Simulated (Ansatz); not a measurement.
# C5H12O (3-methyl-1-butanol) at BHLYP/6-31G(d) (spherical functions)

What is the vertical ionisation energy of C5H12O (3-methyl-1-butanol) at BHLYP/6-31G* (spherical functions)? 

The results are computed with Ansatz 0.2.0.

37 further runs of the same task are left out: 37 set aside as unsound or not needed. Runs told in other sessions of the task aren't counted.

## Step 1: The structure to begin with

C5H12O has 18 atoms, charge 0, and is taken as a singlet. As SMILES, `CC(C)CCO`. Geometry: relaxed at PBE0-D4/def2-TZVP. This is one conformer, not always the lowest.

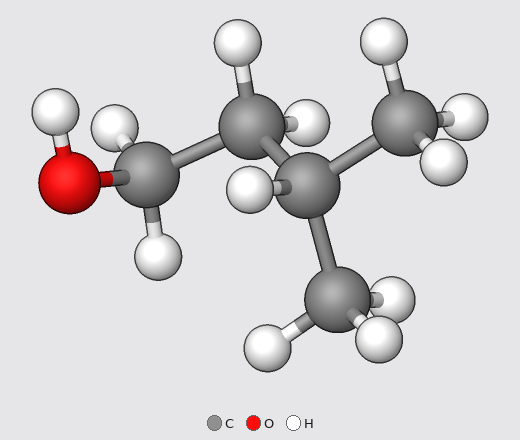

The structure, seen from a chosen angle (carbon grey, oxygen red, hydrogen white).

## Step 2: A single-point energy at BHLYP/6-31G(d) (spherical functions)

Input file in.yaml:

```yaml
crystal:
  periodic: [false, false, false]
  atoms:
    - symbol: C
      position_ang: [0.665220, -0.849030, 1.713110]
    - symbol: C
      position_ang: [-0.159960, -0.211150, 0.605360]
    - symbol: C
      position_ang: [-1.164260, -1.205570, 0.041340]
    - symbol: C
      position_ang: [0.757040, 0.354030, -0.476100]
    - symbol: C
      position_ang: [0.059340, 1.144540, -1.566740]
    - symbol: O
      position_ang: [-0.688330, 2.238480, -1.073170]
    - symbol: H
      position_ang: [0.027370, -1.221630, 2.518620]
    - symbol: H
      position_ang: [1.243040, -1.696480, 1.329490]
    - symbol: H
      position_ang: [1.371520, -0.135960, 2.147090]
    - symbol: H
      position_ang: [-0.720750, 0.628070, 1.032860]
    - symbol: H
      position_ang: [-1.830010, -0.744920, -0.691010]
    - symbol: H
      position_ang: [-0.651870, -2.042320, -0.445600]
    - symbol: H
      position_ang: [-1.789310, -1.618890, 0.836790]
    - symbol: H
      position_ang: [1.315110, -0.465990, -0.947290]
    - symbol: H
      position_ang: [1.511280, 0.998100, -0.003580]
    - symbol: H
      position_ang: [0.799640, 1.480310, -2.306060]
    - symbol: H
      position_ang: [-0.658860, 0.517500, -2.099790]
    - symbol: H
      position_ang: [-0.086200, 2.830890, -0.615330]
basis:
  gaussian:
    orbitals: 6-31G_st_-spherical.json
hamiltonian:
  xc: {name: BHLYP}
accuracy: high
output: {orbitals: {seedname: orbitals}}
```

The basis set 6-31G* is read from a file made from the Basis Set Exchange's data (not shown).

On the command line:

```
$ ansatz run in.yaml --threads 1 --pin off --max-ram 3480MiB --events-out events.jsonl --progress --plain --runs-dir runs
```

What it wrote:

```text
Warning: RAYON_NUM_THREADS=1 ignored (pool sized by the plan → 1); use --threads N
Functional definition: BHLYP
  name "BHLYP"
  parameter a = 0.5
  exchange = (1 - a)*b88_x + a*exact_x
  correlation = lyp_c
2811 factors; integrals over basis functions are off by at most 4.3e-9 eV
mean field evaluation 1: about -7417.2295 eV, gradient 5.2e1 eV
mean field evaluation 2: about -7418.9150 eV, gradient 4.5e1 eV
mean field evaluation 4: about -7423.2292 eV, gradient 2.0e0 eV
mean field evaluation 8: about -7423.2273 eV, gradient 8.4e-2 eV
mean field evaluation 16: about -7423.2273 eV, gradient 9.7e-6 eV
mean field -7423.22728447 eV, -272.7985710599 hartree, gradient 2.3e-8 eV, S^2 0.000000; 0 other end points of the search recorded, 0 dependent functions left out
reference -7423.22731213 eV, -272.7985720764 hartree; 25, 25 occupied and 83, 83 virtual orbitals, 2811 factors
Total energy: -7423.22731213 eV, -272.7985720764 hartree
```

Run time: 16 s. Hardware: 1 thread of Arm Neoverse V1, shared host; peak memory 0.48 GiB.

## Step 3: The doublet cation at the same level

Input file molecule.yaml:

```yaml
crystal:
  periodic: [false, false, false]
  atoms:
    - symbol: C
      position_ang: [0.665220, -0.849030, 1.713110]
    - symbol: C
      position_ang: [-0.159960, -0.211150, 0.605360]
    - symbol: C
      position_ang: [-1.164260, -1.205570, 0.041340]
    - symbol: C
      position_ang: [0.757040, 0.354030, -0.476100]
    - symbol: C
      position_ang: [0.059340, 1.144540, -1.566740]
    - symbol: O
      position_ang: [-0.688330, 2.238480, -1.073170]
    - symbol: H
      position_ang: [0.027370, -1.221630, 2.518620]
    - symbol: H
      position_ang: [1.243040, -1.696480, 1.329490]
    - symbol: H
      position_ang: [1.371520, -0.135960, 2.147090]
    - symbol: H
      position_ang: [-0.720750, 0.628070, 1.032860]
    - symbol: H
      position_ang: [-1.830010, -0.744920, -0.691010]
    - symbol: H
      position_ang: [-0.651870, -2.042320, -0.445600]
    - symbol: H
      position_ang: [-1.789310, -1.618890, 0.836790]
    - symbol: H
      position_ang: [1.315110, -0.465990, -0.947290]
    - symbol: H
      position_ang: [1.511280, 0.998100, -0.003580]
    - symbol: H
      position_ang: [0.799640, 1.480310, -2.306060]
    - symbol: H
      position_ang: [-0.658860, 0.517500, -2.099790]
    - symbol: H
      position_ang: [-0.086200, 2.830890, -0.615330]
basis:
  gaussian: {orbitals: 6-31G_st_-spherical.json}
total_charge: 1
magnetization: {spin_polarized: true, initial_magnetization: 1}
hamiltonian: {xc: {name: BHLYP}}
accuracy: high
output: {orbitals: {seedname: orbitals}}
```

The basis set 6-31G* is read from a file made from the Basis Set Exchange's data (not shown).

On the command line:

```
$ ansatz run molecule.yaml --threads 1 --pin off --max-ram 3480MiB --events-out events.jsonl --progress --plain --runs-dir runs
```

What it wrote:

```text
Warning: RAYON_NUM_THREADS=1 ignored (pool sized by the plan → 1); use --threads N
[... 5 set-up lines as earlier in the session ...]
2808 factors; integrals over basis functions are off by at most 4.3e-9 eV
mean field evaluation 1: about -7403.7152 eV, gradient 4.4e1 eV
mean field evaluation 2: about -7405.9393 eV, gradient 3.9e1 eV
mean field evaluation 4: about -7412.9801 eV, gradient 2.6e0 eV
mean field evaluation 8: about -7413.1558 eV, gradient 3.9e-1 eV
mean field evaluation 16: about -7413.1567 eV, gradient 1.3e-2 eV
mean field evaluation 32: about -7413.1567 eV, gradient 4.9e-6 eV
mean field -7413.15669928 eV, -272.4284838805 hartree, gradient 2.5e-8 eV, S^2 0.757931; 4 other end points of the search recorded, 0 dependent functions left out
reference -7413.15672532 eV, -272.4284848376 hartree; 25, 24 occupied and 83, 84 virtual orbitals, 2808 factors
Total energy: -7413.15672532 eV, -272.4284848376 hartree
```

Run time: 42 s. Hardware: 1 thread of Arm Neoverse V1, shared host; peak memory 0.66 GiB.

## Step 4: Summary of results

Level: BHLYP/6-31G* (spherical functions).

| quantity | value |
| --- | --- |
| singlet C5H12O: total energy | -272.79857 Eh |
| singlet C5H12O: HOMO energy | -9.05 eV |
| singlet C5H12O: LUMO energy | 3.20 eV |
| singlet C5H12O: HOMO–LUMO gap | 12.25 eV |
| doublet cation: total energy | -272.42848 Eh |
| doublet cation: HOMO energy (highest over α and β) | -14.91 eV |
| doublet cation: LUMO energy (lowest over α and β) | -11.11 eV |
| doublet cation: ⟨S²⟩ | 0.758 |
| vertical ionisation energy (to the doublet cation) | 10.071 eV |

In words: Removing an electron at fixed nuclei costs 10.07 eV (972 kJ/mol). −ε(HOMO) before ionisation, 9.05 eV, is 1.02 eV below this ionisation energy.
